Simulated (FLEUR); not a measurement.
# E(M) of TaRu, part 2 of 2

Aim: the energy of TaRu as a function of its total spin moment.

FLEUR MaX-R8.1; PBEsol; all-electron FLAPW, Dirac cores, scalar-relativistic bands.

So far. Step 3 (No spin polarisation): Its energy lies -0.0 meV a cell from the free run's. Step 4 (Moment fixed at 0.1 μB): Its energy lies +0.3 meV a cell from the free run's.

## 5. Moment fixed at 0.2 μB

File inp.xml:

```
<?xml version="1.0" encoding="UTF-8" standalone="no"?>
<fleurInput fleurInputVersion="0.39">
   <comment>
      TaRu
   </comment>
   <calculationSetup>
      <cutoffs Kmax="3.6" Gmax="10.8" GmaxXC="10.8" numbands="0"/>
      <scfLoop itmax="90" minDistance="0.00002" maxIterBroyd="15" imix="Anderson" alpha="0.05" precondParam="0.0" spinf="2.0" sdNocoIR="T"/>
      <coreElectrons ctail="T" frcor="F" kcrel="0" coretail_lmax="0"/>
      <xcFunctional name="PBEs" relativisticCorrections="F"/>
      <magnetism jspins="2" fixed_moment="0.2"/>
      <soc l_soc="F" theta="0.0" phi="0.0" spav="F"/>
      <expertModes spex="0" secvar="F"/>
      <geometryOptimization l_f="F" forcealpha="1.0" forcemix="BFGS" epsdisp="0.00001" epsforce="0.00001"/>
      <ldaU l_linMix="F" mixParam="0.05" spinf="1.0"/>
   </calculationSetup>
   <cell>
      <bzIntegration valenceElectrons="41.0" mode="hist" fermiSmearingEnergy="0.00293995">
         <kPointListSelection listName="default-1"/>
         <xi:include xmlns:xi="http://www.w3.org/2001/XInclude" href="kpts.xml"> </xi:include>
      </bzIntegration>
      <xi:include xmlns:xi="http://www.w3.org/2001/XInclude" href="sym.xml"> </xi:include>
      <bulkLattice scale="1.0">
         <bravaisMatrix>
            <row-1>    6.0225571591001996     0.0000000000000000     0.0000000000000000</row-1>
            <row-2>    0.0000000000000000     6.0225571591001996     0.0000000000000000</row-2>
            <row-3>    0.0000000000000000     0.0000000000000000     6.0225571591001996</row-3>
         </bravaisMatrix>
      </bulkLattice>
   </cell>
   <atomSpecies>
      <species name="Tantalum (Ta)" element="Ta" atomicNumber="73">
         <mtSphere radius="2.54" gridPoints="839" logIncrement="0.016"/>
         <atomicCutoffs lmax="10" lnonsphr="8"/>
         <electronConfig flipSpins="F">
            <coreConfig>(1s1/2) (2s1/2) (2p1/2) (2p3/2) (3s1/2) (3p1/2) (3p3/2) (4s1/2) (3d3/2) (3d5/2) (4p1/2) (4p3/2) (4d3/2) (4d5/2)</coreConfig>
            <valenceConfig>(5s1/2) (5p1/2) (5p3/2) (6s1/2) (4f5/2) (4f7/2) (5d3/2) (5d5/2)</valenceConfig>
            <stateOccupation state="(5d3/2)" spinUp="0.600000" spinDown="0.600000"/>
            <stateOccupation state="(5d5/2)" spinUp="0.900000" spinDown="0.900000"/>
         </electronConfig>
         <energyParameters s="6" p="6" d="5" f="5"/>
         <lo type="SCLO" l="0" n="5" eDeriv="0"/>
         <lo type="SCLO" l="1" n="5" eDeriv="0"/>
         <lo type="SCLO" l="3" n="4" eDeriv="0"/>
      </species>
      <species name="Ruthenium 1.500" element="Ru" atomicNumber="44">
         <mtSphere radius="2.54" gridPoints="839" logIncrement="0.015"/>
         <atomicCutoffs lmax="10" lnonsphr="8"/>
         <electronConfig flipSpins="F">
            <coreConfig>(1s1/2) (2s1/2) (2p1/2) (2p3/2) (3s1/2) (3p1/2) (3p3/2) (4s1/2) (3d3/2) (3d5/2)</coreConfig>
            <valenceConfig>(4p1/2) (4p3/2) (5s1/2) (4d3/2) (4d5/2)</valenceConfig>
            <stateOccupation state="(5s1/2)" spinUp="0.5" spinDown="0.5"/>
            <stateOccupation state="(4d3/2)" spinUp="1.4" spinDown="1.4"/>
            <stateOccupation state="(4d5/2)" spinUp="2.85" spinDown="1.35"/>
         </electronConfig>
         <energyParameters s="5" p="5" d="4" f="4"/>
         <lo type="SCLO" l="1" n="4" eDeriv="0"/>
      </species>
   </atomSpecies>
   <atomGroups>
      <atomGroup species="Tantalum (Ta)">
         <relPos label="                   1">1.000/2.000 1.000/2.000 1.000/2.000</relPos>
         <force calculate="T" relaxXYZ="TTT"/>
      </atomGroup>
      <atomGroup species="Ruthenium 1.500">
         <relPos label="                   2">.0000000000 .0000000000 .0000000000</relPos>
         <force calculate="T" relaxXYZ="TTT"/>
      </atomGroup>
   </atomGroups>
   <output dos="F" band="F" slice="F">
      <bandDOS minEnergy="-.5*Htr" maxEnergy="0.5*Htr" sigma="0.015" storeEVData="T"/>
      <plotting iplot="0" polar="F">
         <plot TwoD="T" vec1="  1.0  0.0  0.0" vec2="  0.0  1.0  0.0" vec3="  0.0  0.0  1.0" zero="  0.0  0.0  0.0" file="plot"/>
      </plotting>
      <moessbauerParams electricFieldGradient="F" isomerShift="F" coreHyperfine="F" valenceHyperfine="F"/>
   </output>
</fleurInput>
```

Started as:

```bash
> OMP_NUM_THREADS=1 mpirun -n 4 fleur_MPI > fleur.log
```

Output:

```text
[banner, memory and clock lines left out]
Welcome to FLEUR        (www.flapw.de)
      MaX-Release 8.1          (www.max-centre.eu)

 ========== k-point set info ==========
 Selected k-point list: default-1
 k-point list type: mesh
 0 x 0 x 0
 Number of k points: 36

 [... set-up left out ...]
 Iteration:     1   Distance:       1.75893773 me/bohr^3
 Iteration:     2   Distance:       1.68395886 me/bohr^3
 Iteration:     3   Distance:       0.27914934 me/bohr^3
 Iteration:     4   Distance:       0.25720726 me/bohr^3
 Iteration:     5   Distance:       0.09462743 me/bohr^3
[...]
<sumOfEigenvalues value="   -12243.6355982256">
               <coreElectrons value="-12230.3650747024"/>
               <valenceElectrons value="-13.2705235231"/>
            </sumOfEigenvalues>
         [... left out ...]
            <freeEnergy value="-20151.0677743449"/>
            <extrapolationTo0K value="-20151.0666630902"/>
         </totalEnergy>
         <densityConvergence units="me/bohr^3">
            <chargeDensity spin="1" distance="0.0000090588"/>
            <chargeDensity spin="2" distance="0.0000076080"/>
            <overallChargeDensity distance="0.0000109370"/>
            <spinDensity distance="0.0000126597"/>
         </densityConvergence>
      </iteration>
```

Elapsed: 14 s, on 4 MPI ranks of Arm Neoverse V1, shared host; peak memory 0.23 GiB.

This step gave:

```yaml
magnetization: 0.2 μB
```

Its energy lies +1.5 meV a cell from the free run's.

## 6. Moment fixed at 0.3 μB

Edit inp.xml of step 5 so:

```diff
@@ -10,3 +10,3 @@
       <xcFunctional name="PBEs" relativisticCorrections="F"/>
-      <magnetism jspins="2" fixed_moment="0.2"/>
+      <magnetism jspins="2" fixed_moment="0.3"/>
       <soc l_soc="F" theta="0.0" phi="0.0" spav="F"/>
```

Output:

```text
[banner, memory and clock lines left out]
Welcome to FLEUR        (www.flapw.de)
      MaX-Release 8.1          (www.max-centre.eu)

 ========== k-point set info ==========
 Selected k-point list: default-1
 k-point list type: mesh
 0 x 0 x 0
 Number of k points: 36

 [... set-up left out ...]
 Iteration:     1   Distance:       2.62926908 me/bohr^3
 Iteration:     2   Distance:       2.51672145 me/bohr^3
 Iteration:     3   Distance:       0.40883554 me/bohr^3
 Iteration:     4   Distance:       0.37557086 me/bohr^3
 Iteration:     5   Distance:       0.20956156 me/bohr^3
[...]
<sumOfEigenvalues value="   -12243.6323693780">
               <coreElectrons value="-12230.3627928002"/>
               <valenceElectrons value="-13.2695765779"/>
            </sumOfEigenvalues>
         [... left out ...]
            <freeEnergy value="-20151.0676966390"/>
            <extrapolationTo0K value="-20151.0666337096"/>
         </totalEnergy>
         <densityConvergence units="me/bohr^3">
            <chargeDensity spin="1" distance="0.0000085829"/>
            <chargeDensity spin="2" distance="0.0000060440"/>
            <overallChargeDensity distance="0.0000087369"/>
            <spinDensity distance="0.0000120023"/>
         </densityConvergence>
      </iteration>
```

Run time: 14 s. Hardware: 4 MPI ranks; peak memory 0.23 GiB.

This step gave:

```
magnetization : 0.3 μB
```

Its energy lies +3.6 meV a cell from the free run's.

## 7. The curve

The other moments were run in the same way.

Table of energy over the lowest by total spin moment:

```
total spin moment (μB a cell)  energy over the lowest (meV a cell)
                        0.000                                    0
                        0.000                               3.0e-4
                        0.100                                0.341
                        0.200                                 1.45
                        0.300                                 3.57
                        0.400                                 7.07
                        0.500                                 12.5
                        0.600                                 20.5
```

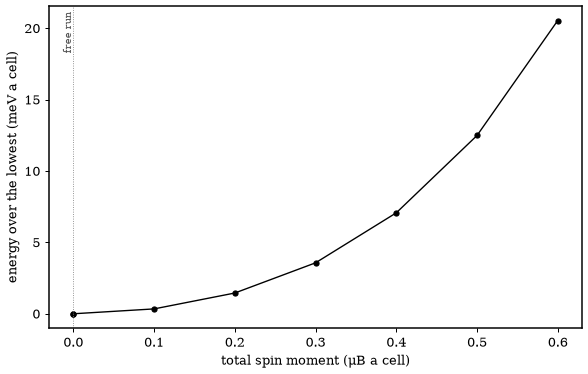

Energy over the lowest against total spin moment.

Table of moment, largest sphere moment by total spin moment:

```
total spin moment (μB a cell)  moment, largest sphere moment (μB)
                        0.000                                   0
                        0.000                                   0
                        0.100                              0.0789
                        0.200                               0.156
                        0.300                               0.230
                        0.400                               0.299
                        0.500                               0.365
                        0.600                               0.426
```

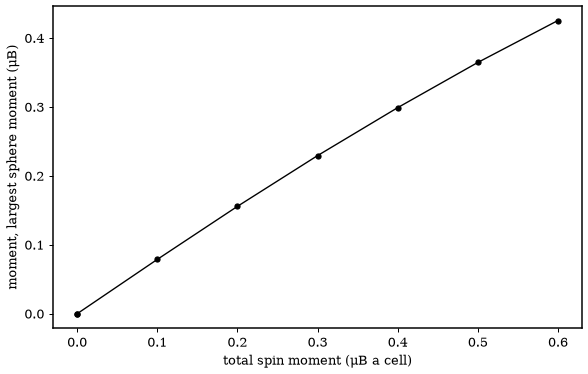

Moment, largest sphere moment, plotted against total spin moment.

## 8. Outcome

| Quantity | Value |
| --- | --- |
| moment of the free run | 4.2e-6 μB a cell |
| moment of the lowest point | 0 μB a cell |
| energy of the spinless run | 0 meV a cell over the lowest |

In words: The curve is lowest at zero moment. The free run fell to the same state without moments. Opposed orders, which also have no total moment, were not run.

[Logs and program files are shortened in this print: banners, set-up blocks, solver, clock and traceback lines can be left out without a mark of their own.]

[Logs are printed without paths, hosts, clocks, repeated set-up lines and the standing remarks that a program may print on its own settings, such as how far it seeks lower states.]

[Hosts, paths, dates, database ids (printed as entryN), source tags and the programs' standing remarks are cut or masked in the printed files.]

[Where a cell is said to come from a database of computed structures, the database is the Materials Project.]
